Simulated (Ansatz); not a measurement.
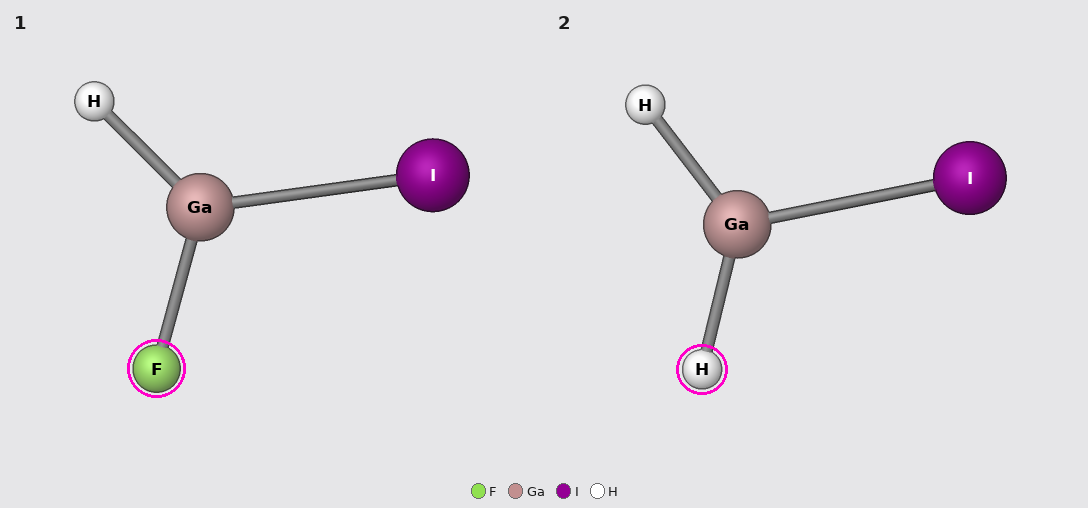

2 molecules with one skeleton, seen from the same side and at one scale; the atom that differs is circled. Each species is neutral and a spin singlet. Computed geometries: PBE0-D4/def2-TZVP optimisations, one conformation each. Properties computed with Ansatz 0.2.0. Elements past Kr carry core potentials.

One atom differs, called X below: F in panel 1, H in panel 2. Their formulas are FGaHI (`[F][GaH][I]`), GaH2I (`[GaH2][I]`).

Question: In which is the length of X–Ga larger (PBE0-D4/def2-TZVP)?

Answer: In panel 1 (X = F).

Question: In which is the angle X–Ga–H larger (PBE0-D4/def2-TZVP)?

Answer: In panel 2 (X = H).

Give the values. With PBE0-D4/def2-TZVP: length of X–Ga (Å), angle X–Ga–H (°). With ωB97M-V/def2-SVP: HOMO energy (Kohn–Sham orbital) (eV), HOMO–LUMO gap (eV). With r2SCAN-D4/def2-TZVPP: dipole moment (D).

| quantity | 1 (F) | 2 (H) | 2 − 1 |
| --- | --- | --- | --- |
| length of X–Ga (Å) | 1.748 | 1.558 | −0.190 |
| angle X–Ga–H (°) | 119.0 | 128.2 | +9.2 |
| HOMO energy (Kohn–Sham orbital) (eV) | −10.06 | −9.48 | +0.58 |
| HOMO–LUMO gap (eV) | 10.18 | 9.22 | −0.96 |
| dipole moment (D) | 1.81 | 1.46 | −0.35 |
